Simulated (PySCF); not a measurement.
## Electronic structure of C$_{2}$H$_{10}$B$_{4}$Si in real space

The calculation's input:

```
{"job": {"kind": "nmr", "xc": "PBE0", "basis": "pcSseg-1", "pop": false}, "charge": 0, "multiplicity": 1}
C     -1.088628    -0.784366     0.192263
B     -1.599785     0.290871     1.100630
B      0.798006     0.648368    -0.846314
B      0.018476     2.150884     1.179191
B      1.221682     1.059057     0.625267
C     -0.016978    -0.630859    -0.653963
H     -1.532083    -1.778497     0.247293
H     -2.360810     0.113991     1.970714
H      0.930464     1.124584    -1.905494
H     -0.015352     2.376878     2.338787
H      2.059044     0.679832     1.352356
Si     0.643169    -2.152756    -1.582243
H      2.060978    -1.989152    -1.910438
H     -0.143319    -2.293212    -2.813484
H      0.462655    -3.341666    -0.742153
H     -1.215055     1.431722     0.942033
H     -0.222466     3.094321     0.505553
```

Launched as:

```sh
OMP_NUM_THREADS=1 python ens_run.py task.json out
```

Geometry: GFN2-xTB.

Level of theory: PySCF, PBE0/pcSseg-1, SCF density, gas phase, non-relativistic.

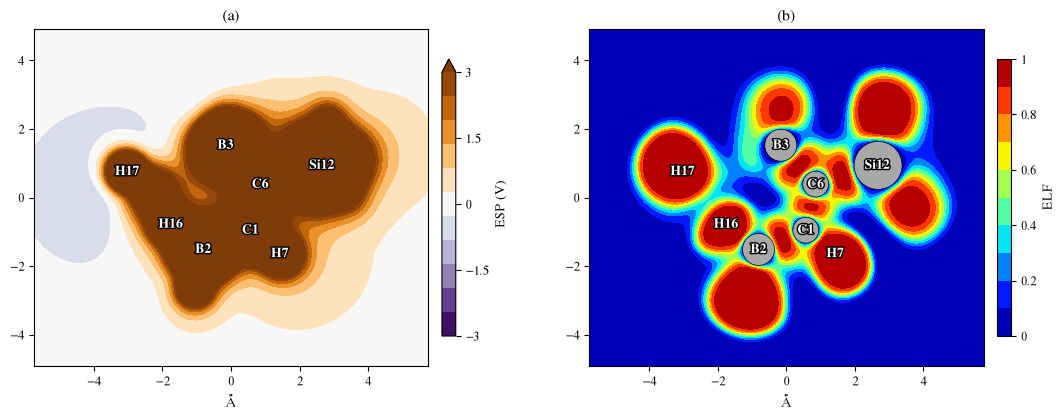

Figure 1. (a) molecular electrostatic potential; (b) electron localisation function on the plane of atoms C1, C6 and Si12. Grey discs cover the atomic cores in the ELF map.

Question: Describe what can be read from this map.

Answer:
- Atoms in the plane: C, B, H and Si.
- C–C (1.37 Å): the ELF peaks at about 0.95 between the atoms; a covalent bond.
- C–B (1.50 Å): the ELF peaks at about 0.95 between the atoms (a covalent bond).
- C–Si (1.90 Å): the ELF peaks at about 0.95 between the atoms; a covalent bond.
- C–H (1.09 Å): the ELF climbs to about 1 towards the hydrogen, as it does in any bond to H; a covalent bond by its length.
- Outside the dense part of the molecule the potential is most negative (−0.6 V) near H17.

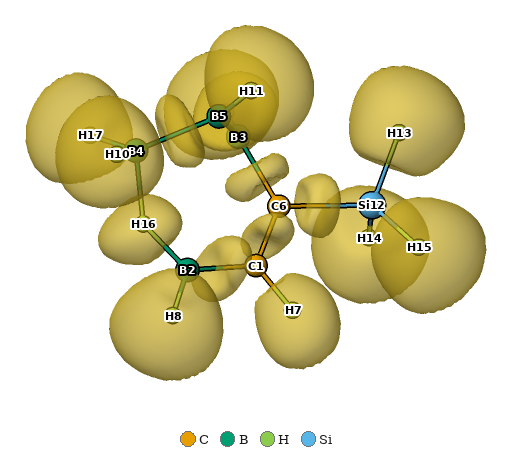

Figure 2. Isosurface of the electron localisation function at 0.8 (yellow), seen at a tilt. Only the valence region is drawn (cores and ρ < 0.01 e/Å³ removed).

Question: Where are the electrons localised?

Answer: The surface consists of two regions between bonded B–B atoms (shared pairs), two regions between bonded B–C atoms (shared pairs), one region between bonded C–C atoms (shared pairs), one region between bonded C–Si atoms (shared pairs) and ten regions around hydrogen nuclei.

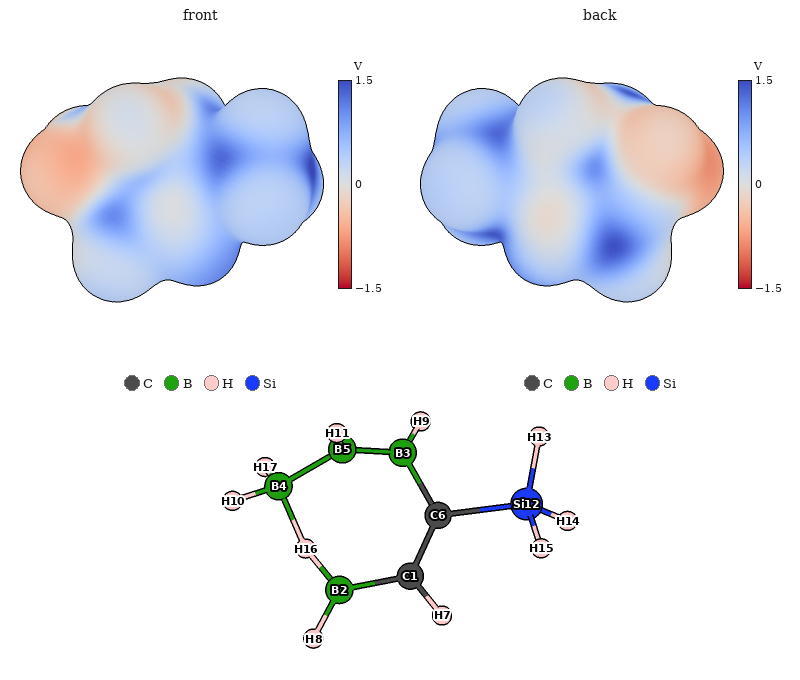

Figure 3. The electrostatic potential painted on the density surface at 0.002 e/bohr³, seen from the front and from behind; red is negative and blue positive. The bare structure is drawn below in the same view.

Question: Describe the electrostatic potential map.

Answer: The most negative region (about −0.8 V) lies over H10, the most positive (about +1.4 V) over B2 and Si12.
